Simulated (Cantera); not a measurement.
A closed system holds: 1 mol Ca(OH)2, 2.7 mol H2, 0.34 mol O2, 2.1 mol H2O, equilibrated at 5.70 Torr.

These are equilibrium values from Cantera (NASA tables, ideal gas, pure condensed phases), not measurements of a reactor. Candidate condensed phases: Ca, CaO, Ca(OH)2, H2O; 14 gas species. Rates play no part.

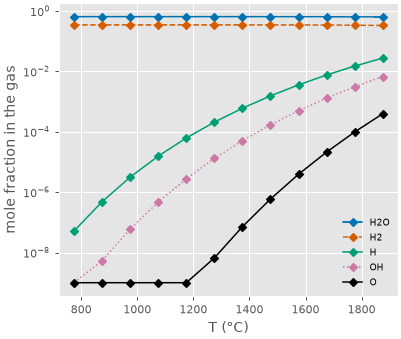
*Equilibrium gas composition (values under 1e-9 drawn at 1e-9)*

Read off the mole fractions at 1375 °C.

H2O about 0.65, H2 about 0.35, H about 0.00060, OH about 5.1e-5, O about 7.2e-8.
